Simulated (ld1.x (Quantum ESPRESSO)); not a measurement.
**Run report: Eu, pseudopotential generation (part 2 of 2)**

The same run, continued: europium (Eu, Z = 63), core [Kr] 4d10, reference valence 4f7 5s2 5p6 5d1 6s1 6p0, valence charge 17. Method: TM potential, LDA (PZ), scalar-relativistic, made with ld1.x (Quantum ESPRESSO) 7.5.

Output of the test run (extracts), continued:
```
     ---------------------- Testing the pseudopotential ----------------------

     Eu
     scalar relativistic calculation

     atomic number is 63.00   valence charge is 17.00
     dft =PZ   lsd =0 sic =0 latt =0  beta=0.20 tr2=1.0E-14
     mesh =1261 r(mesh) = 100.16965 xmin = -7.00 dx = 0.01250

     n l     nl             e AE (Ry)        e PS (Ry)    De AE-PS (Ry)
     4 3     4F   1( 6.00)       -2.45715       -2.47206        0.01491  !
     1 0     5S   1( 2.00)       -5.37498       -5.38896        0.01397  !
     2 1     5P   1( 6.00)       -3.75899       -3.76877        0.00978  !
     3 2     5D   1( 0.00)       -1.82014       -1.83959        0.01946  !
     2 0     6S   1( 0.00)       -1.63420       -1.71107        0.07687  !
     3 1     6P   1( 0.00)       -1.23720       -0.42388       -0.81332  !

     eps = 6.8E-15  iter = 10

     Etot =  -21670.249947 Ry,  -10835.124974 Ha, -294838.770679 eV
     Etotps =  -232.735796 Ry,    -116.367898 Ha,   -3166.531820 eV
     dEtot_ae =       2.955915 Ry
     dEtot_ps =       3.004281 Ry,   Delta E=      -0.048365 Ry

     Ekin =     165.897672 Ry,      82.948836 Ha,    2257.152819 eV
     Encl =    -328.606974 Ry,    -164.303487 Ha,   -4470.925640 eV
     Ehrt =     139.201566 Ry,      69.600783 Ha,    1893.933788 eV
     Ecxc =     -75.524936 Ry,     -37.762468 Ha,   -1027.569102 eV
     (Ecc =     -48.657427 Ry,     -24.328713 Ha,    -662.018016 eV)
     Epseu=    -133.703125 Ry,     -66.851562 Ha,   -1819.123684 eV

     ---------------------- End of pseudopotential test ----------------------

     ---------------------- Testing the pseudopotential ----------------------

     Eu
     scalar relativistic calculation

     atomic number is 63.00   valence charge is 17.00
     dft =PZ   lsd =0 sic =0 latt =0  beta=0.20 tr2=1.0E-14
     mesh =1261 r(mesh) = 100.16965 xmin = -7.00 dx = 0.01250

     n l     nl             e AE (Ry)        e PS (Ry)    De AE-PS (Ry)
     4 3     4F   1( 7.00)       -0.76577       -0.00000       -0.76577  !
     1 0     5S   1( 2.00)       -3.85090       -0.01723       -3.83367  !
     2 1     5P   1( 6.00)       -2.30972       -0.00017       -2.30954  !
     3 2     5D   1( 0.00)       -0.61227       -0.61227        0.00000
     2 0     6S   1( 0.00)       -0.69761       -0.69761        0.00000
     3 1     6P   1( 1.00)       -0.45063       -0.00033       -0.45030  !

     eps = 3.9E-07  iter =201

     Etot =  -21672.663062 Ry,  -10836.331531 Ha, -294871.602779 eV
     Etotps =   -53.338077 Ry,     -26.669039 Ha,    -725.701511 eV
     dEtot_ae =       0.542800 Ry
     dEtot_ps =     182.401999 Ry,   Delta E=    -181.859199 Ry

     Ekin =      42.906110 Ry,      21.453055 Ha,     583.767367 eV
     Encl =     -46.182456 Ry,     -23.091228 Ha,    -628.344322 eV
     Ehrt =       4.795974 Ry,       2.397987 Ha,      65.252549 eV
     Ecxc =     -54.857705 Ry,     -27.428853 Ha,    -746.377106 eV
     (Ecc =     -48.657427 Ry,     -24.328713 Ha,    -662.018016 eV)

     ---------------------- End of pseudopotential test ----------------------

     ---------------------- Testing the pseudopotential ----------------------

     Eu
     scalar relativistic calculation

     atomic number is 63.00   valence charge is 17.00
     dft =PZ   lsd =1 sic =0 latt =0  beta=0.20 tr2=1.0E-14
     mesh =1261 r(mesh) = 100.16965 xmin = -7.00 dx = 0.01250

     n l     nl             e AE (Ry)        e PS (Ry)    De AE-PS (Ry)
     4 3     4F   1( 7.00)       -0.21733       -0.23380        0.01647  !
     1 0     5S   1( 1.00)       -3.26411       -3.26960        0.00549  !
     2 1     5P   1( 3.00)       -1.71886       -1.72127        0.00240
     3 2     5D   1( 1.00)       -0.10747       -0.10450       -0.00296
     2 0     6S   1( 1.00)       -0.27351       -0.27379        0.00029
     3 1     6P   1( 0.00)       -0.09395       -0.09395        0.00000
     4 3     4F   2( 0.00)        0.00120        0.00036        0.00084
     1 0     5S   2( 1.00)       -3.03934       -3.01405       -0.02529  !
     2 1     5P   2( 3.00)       -1.53911       -1.52584       -0.01327  !
     3 2     5D   2( 0.00)       -0.01347       -0.01751        0.00404
     2 0     6S   2( 0.00)       -0.18181       -0.20466        0.02285  !
     3 1     6P   2( 0.00)       -0.03755       -0.03755        0.00000

     eps = 4.0E-15  iter = 16

     Etot =  -21673.829424 Ry,  -10836.914712 Ha, -294887.471944 eV
     Etotps =  -236.482757 Ry,    -118.241378 Ha,   -3217.511817 eV
     dEtot_ae =      -0.623562 Ry
     dEtot_ps =      -0.742680 Ry,   Delta E=       0.119118 Ry

     Ekin =     181.223288 Ry,      90.611644 Ha,    2465.668446 eV
     Encl =    -366.420322 Ry,    -183.210161 Ha,   -4985.402460 eV
     Ehrt =     174.145348 Ry,      87.072674 Ha,    2369.368160 eV
     Ecxc =     -78.835545 Ry,     -39.417772 Ha,   -1072.612228 eV
     (Ecc =     -48.657427 Ry,     -24.328713 Ha,    -662.018016 eV)
     Epseu=    -146.595526 Ry,     -73.297763 Ha,   -1994.533735 eV

     ---------------------- End of pseudopotential test ----------------------

     ---------------------- Testing the pseudopotential ----------------------

     Eu
     scalar relativistic calculation

     atomic number is 63.00   valence charge is 17.00
     dft =PZ   lsd =1 sic =0 latt =0  beta=0.20 tr2=1.0E-14
     mesh =1261 r(mesh) = 100.16965 xmin = -7.00 dx = 0.01250

     n l     nl             e AE (Ry)        e PS (Ry)    De AE-PS (Ry)
     4 3     4F   1( 7.00)       -0.30786       -0.32037        0.01252  !
     1 0     5S   1( 1.00)       -3.36060       -3.36384        0.00324
     2 1     5P   1( 3.00)       -1.80734       -1.80844        0.00110
     3 2     5D   1( 0.00)       -0.14252       -0.13986       -0.00266
     2 0     6S   1( 1.00)       -0.28406       -0.28531        0.00125
     3 1     6P   1( 0.00)       -0.09469       -0.09469        0.00000
     4 3     4F   2( 0.00)        0.00120        0.00036        0.00084
     1 0     5S   2( 1.00)       -3.14970       -3.12267       -0.02703  !
     2 1     5P   2( 3.00)       -1.64906       -1.63372       -0.01533  !
     3 2     5D   2( 0.00)       -0.09942       -0.09679       -0.00262
     2 0     6S   2( 1.00)       -0.26534       -0.26371       -0.00163
     3 1     6P   2( 0.00)       -0.08740       -0.08740        0.00000

     eps = 2.9E-15  iter = 14

     Etot =  -21673.935401 Ry,  -10836.967700 Ha, -294888.913832 eV
     Etotps =  -236.596467 Ry,    -118.298233 Ha,   -3219.058919 eV
     dEtot_ae =      -0.729539 Ry
     dEtot_ps =      -0.856390 Ry,   Delta E=       0.126852 Ry

     Ekin =     181.225816 Ry,      90.612908 Ha,    2465.702835 eV
     Encl =    -364.480898 Ry,    -182.240449 Ha,   -4959.015249 eV
     Ehrt =     172.617704 Ry,      86.308852 Ha,    2348.583505 eV
     Ecxc =     -78.717964 Ry,     -39.358982 Ha,   -1071.012461 eV
     (Ecc =     -48.657427 Ry,     -24.328713 Ha,    -662.018016 eV)
     Epseu=    -147.241124 Ry,     -73.620562 Ha,   -2003.317549 eV

     ---------------------- End of pseudopotential test ----------------------
```

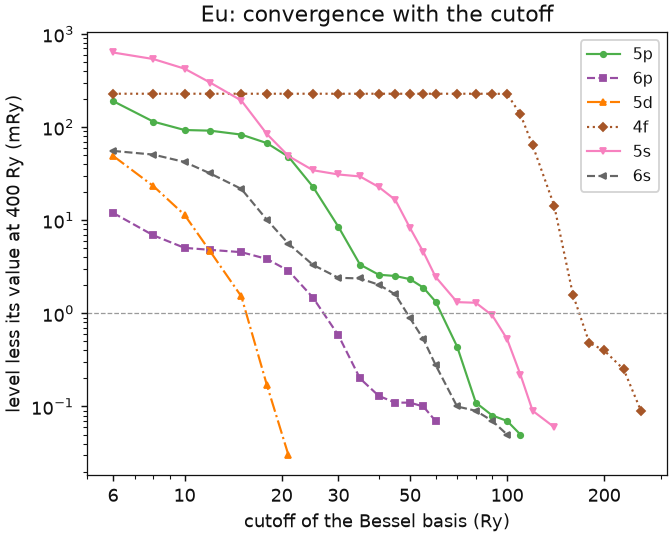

*The pseudo-atom Hamiltonian at the reference potential is diagonalised in spherical Bessel functions (20 bohr box) up to the cutoff. Curves: distance of each valence level from its value at 400 Ry.*

- Hardest occupied shell: 4f: its level needs 180 Ry to come within 1 mRy, against 90 Ry for 5s.
- Cutoffs from which each level stays within 1 mRy: 5p: 70 Ry; 6p: 30 Ry; 5d: 18 Ry; 4f: 180 Ry; 5s: 90 Ry; 6s: 50 Ry.
- Cutoffs for 10 and 1 mRy in the occupation-weighted sum of levels: 180 Ry and 260 Ry, on the ladder of cutoffs that was run.

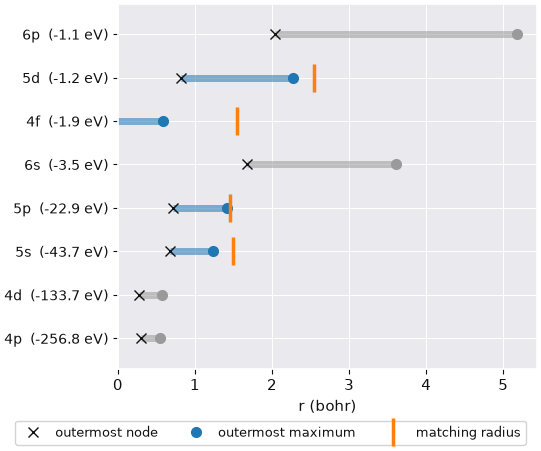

*Outer shells of the all-electron reference atom: each bar runs from the outermost node (or the nucleus) to the outermost maximum of u(r); the tick is the radius chosen for the pseudo-wave. Shells without a tick have no pseudo-wave of their own. Levels, nodes and maxima are from ld1.x, scalar-relativistic.*

- Radii against the shells: 5s: 1.50 bohr, outside the maximum; 5p: 1.45 bohr, outside the maximum; 4f: 1.55 bohr, outside the maximum; 5d: 2.55 bohr, outside the maximum.

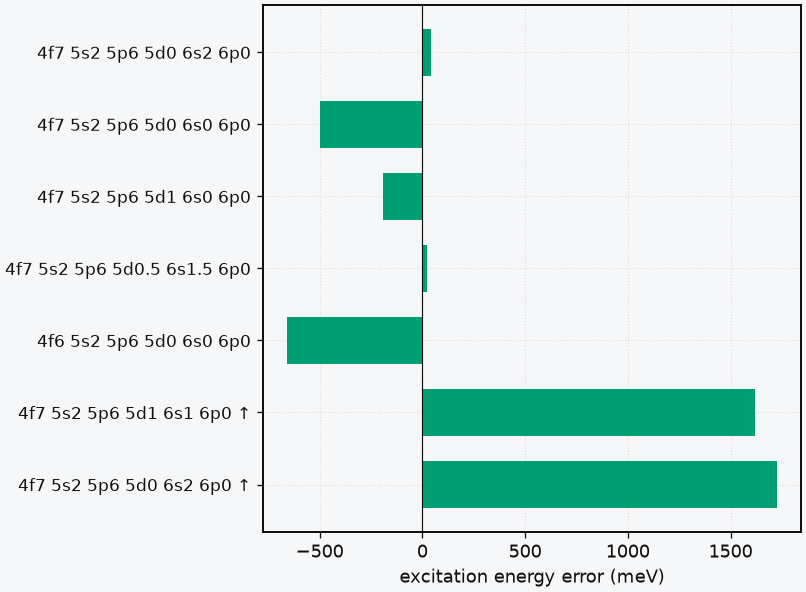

*Errors, all-electron minus pseudo, of the energies of valence configurations relative to the unpolarised reference 4f7 5s2 5p6 5d1 6s1 6p0. An arrow marks spin-polarised runs filled by Hund’s rule. Not all tests gave a result: 2 of 9 tests not solved.*

- Worst configuration: 4f7 5s2 5p6 5d0 6s2 6p0 ↑ (neutral): the error is +1726 meV on an all-electron energy of -9.93 eV relative to the reference, or 17 %.
- Configurations within 10 meV and within 50 meV: 0 and 2 of 7.

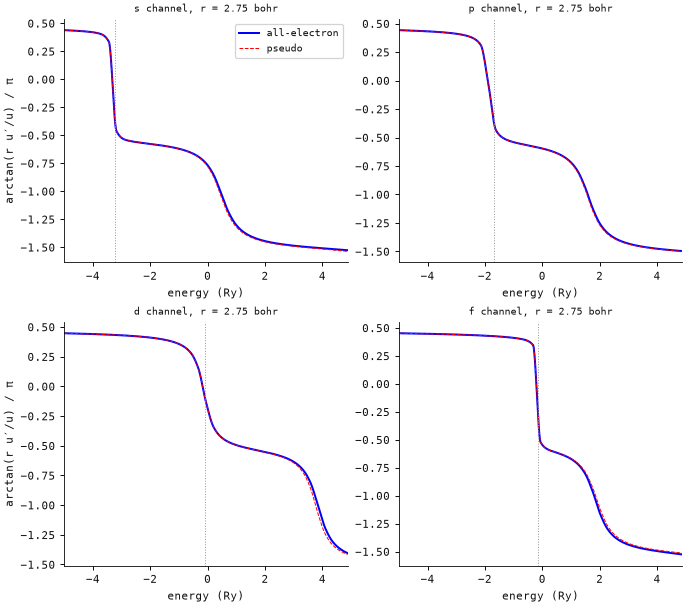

*Unwrapped phase arctan(r u′/u) in units of π against energy, all-electron (solid) and pseudo (dashed); the pseudo phase is matched to the all-electron one at the reference energy. Here u = r R(r). A near-vertical step is a level narrower than the spacing of the points behind the curves. The dotted line marks the reference energy of the channel.*

- Ghost states: the plot shows none: the two phases stay within 0.23 rad of each other in all channels drawn. The separate test gives: no ghost state below the valence levels in the p, d, f, s channels.
- Range over which the phases agree within 0.05 rad: s: up to about 0.1 Ry; p: up to about 1.4 Ry; d: up to about 3.2 Ry; f: up to about 1.5 Ry.

Outcome of the run: generated; ld1.x warns of wrong node counts.
